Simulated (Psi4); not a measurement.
# CCSD(T)/cc-pVDZ (ints tolerance 1e-08, sweep point 4) run of NOF (nitrosyl fluoride)

Aim: the vertical ionisation energy of NOF (nitrosyl fluoride) at CCSD(T)/cc-pVDZ (ints tolerance 1e-08, sweep point 4), from 2 runs. 

Program for the calculation: Psi4 1.11.

4 further runs of the same task are left out: 4 set aside as unsound or not needed.

## (1) The molecule

The species is NOF (3 atoms), meant as a singlet with charge 0. SMILES: `O=NF`. The shape is that of a PBE0-D4/def2-TZVP optimisation.

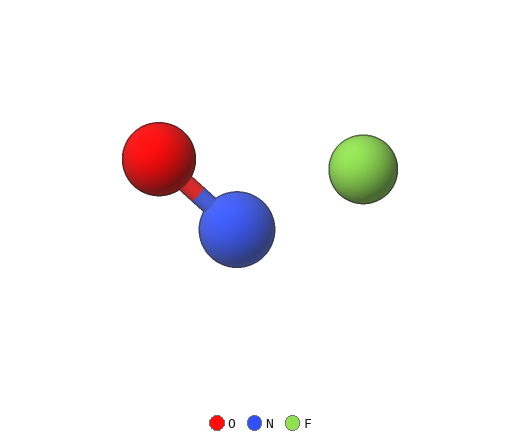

The structure, seen from a chosen angle (oxygen red, nitrogen blue, fluorine green).

## (2) The energy at CCSD(T)/cc-pVDZ (ints tolerance 1e-08, sweep point 4)

The input, fno.dat:

```
memory 1.6 GB

molecule geom {
  O      0.868350     0.242970     0.504740
  N      0.148930    -0.482540     0.029910
  F     -1.017290     0.239580    -0.534650
  symmetry c1
}

set {
  basis cc-pVDZ
  puream true
  scf_type direct
  num_frozen_docc 3
  ints_tolerance 1e-08
  maxiter 60
}

e_tot, wfn = energy('ccsd(t)', return_wfn=True)
```

Started as:

```
$ psi4 -i fno.dat -o fno.out -n 1
```

fno.out:

```text
[...]
  Running in c1 symmetry.
[...]
  Nuclear repulsion =   66.472921694977643
[...]
  Multiplicity = 1
[...]
  Nalpha       = 12
  Nbeta        = 12
[...]
    Number of basis functions: 42
[...]
   @DF-RHF iter   1:  -228.55163733217250   -6.86696e-01   1.10046e-02 DIIS/ADIIS
[...]
   @RHF iter  22:  -228.63539309699794   -1.93268e-12   9.62439e-09 DIIS
[...]
    Orbital Energies [Eh]
    ---------------------
    Doubly Occupied:
       1A    -26.299711     2A    -20.737053     3A    -15.859338
       4A     -1.710723     5A     -1.559135     6A     -0.986646
       7A     -0.804330     8A     -0.782308     9A     -0.743031
      10A     -0.621019    11A     -0.613486    12A     -0.505792
[...]
  @RHF Final Energy:  -228.63539309699794
   => Energetics <=
    Nuclear Repulsion Energy =             66.4729216949776429
    One-Electron Energy =                -447.7714874846313933
    Two-Electron Energy =                 152.6631726926558201
    Total Energy =                       -228.6353930969979444
[...]
 Multipole Moments:
 ------------------------------------------------------------------------------------
     Multipole            Electronic (a.u.)      Nuclear  (a.u.)        Total (a.u.)
 ------------------------------------------------------------------------------------
 L = 1.  Multiply by 2.5417464519 to convert [e a0] to [Debye]
 Dipole X            :         -0.4360085            1.0164658            0.5804574
 Dipole Y            :         -0.0951715           -0.1919967           -0.2871681
 Dipole Z            :          0.0000000           -0.0000000            0.0000000
 Magnitude           :                                                    0.6476081
[...]
      * MP2 total energy                      = -229.181828528305573
[...]
      * CCSD total energy                     = -229.182896509523601
[...]
      * CCSD(T) total energy                  = -229.202521725500674
[...]
```

Wall time 6.9 s (1 thread of Intel Xeon at 2.70GHz, shared host); peak memory 0.21 GiB.

## (3) The doublet cation, same level

The input, input.dat:

```
memory 1.6 GB

molecule system {
  1 2
  O      0.868350     0.242970     0.504740
  N      0.148930    -0.482540     0.029910
  F     -1.017290     0.239580    -0.534650
  symmetry c1
}

set {
  basis cc-pVDZ
  reference uhf
  puream true
  scf_type direct
  num_frozen_docc 3
  ints_tolerance 1e-08
  maxiter 100
}

energy('ccsd(t)')
print_variables()
```

Started as:

```
$ psi4 input.dat output.dat -n 1
```

output.dat:

```text
[...]
  Running in c1 symmetry.
[...]
  Nuclear repulsion =   66.472921694977643
[...]
  Multiplicity = 2
[...]
  Nalpha       = 12
  Nbeta        = 11
[...]
    Number of basis functions: 42
[...]
   @DF-UHF iter   1:  -227.95779890561158   -9.28572e-02   1.54771e-02 ADIIS/DIIS
[...]
   @UHF iter  40:  -228.20759645480507   -1.13687e-12   6.04896e-09 DIIS
[...]
   @S^2 Observed:                1.020864318E+00
[...]
    Orbital Energies [Eh]
    ---------------------
    Alpha Occupied:
       1A    -26.744887     2A    -21.218268     3A    -16.218169
       4A     -2.137110     5A     -2.007384     6A     -1.393447
       7A     -1.251680     8A     -1.197183     9A     -1.162292
      10A     -1.043124    11A     -1.040019    12A     -0.973737
    Alpha Virtual:
      13A     -0.282306    14A     -0.149500    15A      0.192447
      16A      0.562817    17A      0.575944    18A      0.580429
      19A      0.679610    20A      0.724364    21A      0.780030
      22A      0.803154    23A      1.105249    24A      1.155234
      25A      1.180255    26A      1.533351    27A      1.549089
[...]
  @UHF Final Energy:  -228.20759645480507
   => Energetics <=
    Nuclear Repulsion Energy =             66.4729216949776429
    One-Electron Energy =                -438.2247648876083304
    Two-Electron Energy =                 143.5442467378256310
    Total Energy =                       -228.2075964548050706
  UHF NO Occupations:
  HONO-2 :   10  A 1.9504870
  HONO-1 :   11  A 1.9127272
[...]
 Multipole Moments:
 ------------------------------------------------------------------------------------
     Multipole            Electronic (a.u.)      Nuclear  (a.u.)        Total (a.u.)
 ------------------------------------------------------------------------------------
 L = 1.  Multiply by 2.5417464519 to convert [e a0] to [Debye]
 Dipole X            :         -0.2735452            1.0164658            0.7429206
 Dipole Y            :         -0.0341702           -0.1919967           -0.2261669
 Dipole Z            :          0.0000000           -0.0000000            0.0000000
 Magnitude           :                                                    0.7765839
[...]
      * MP2 total energy                      = -228.688619054796135
[...]
      * CCSD total energy                     = -228.728912319470112
[...]
      * CCSD(T) total energy                     = -228.748039092963523
[...]
```

It took 13 s on 1 thread of Intel Xeon at 2.70GHz, shared host; peak memory 0.21 GiB.

## (4) Outcome

Level: CCSD(T)/cc-pVDZ (ints tolerance 1e-08, sweep point 4), 3 core orbitals frozen.

| quantity | value |
| --- | --- |
| singlet NOF: total energy | -229.20252 Eh |
| singlet NOF: HOMO energy (Hartree–Fock orbitals) | -13.76 eV |
| singlet NOF: LUMO energy (Hartree–Fock orbitals) | 1.85 eV |
| singlet NOF: HOMO–LUMO gap (Hartree–Fock orbitals) | 15.62 eV |
| singlet NOF: correlation energy (3 core orbitals frozen) | -567.1 mEh |
| singlet NOF: (T) correction | -19.63 mEh |
| singlet NOF: T1 diagnostic | 0.021 |
| doublet cation: total energy | -228.74804 Eh |
| doublet cation: HOMO energy (Hartree–Fock orbitals) (highest over α and β) | -26.50 eV |
| doublet cation: LUMO energy (Hartree–Fock orbitals) (lowest over α and β) | -9.71 eV |
| doublet cation: correlation energy (3 core orbitals frozen) | -540.4 mEh |
| doublet cation: (T) correction | -19.13 mEh |
| doublet cation: ⟨S²⟩ of the reference determinant | 1.021 |
| doublet cation: T1 diagnostic | 0.075 |
| vertical ionisation energy (to the doublet cation) | 12.367 eV |

Removing an electron at fixed nuclei costs 12.37 eV (1193 kJ/mol). The T1 diagnostic (singlet NOF) of 0.021 is above the customary mark for such species, so a single reference may not serve. The triples (singlet NOF) make up 3.5 % of the correlation energy. ⟨S²⟩ (doublet cation) is 1.02 where a pure doublet has 0.75: the reference is spin-contaminated. The T1 diagnostic (doublet cation) of 0.075 is above the customary mark for such species, so a single reference may not serve. The triples (doublet cation) make up 3.5 % of the correlation energy.
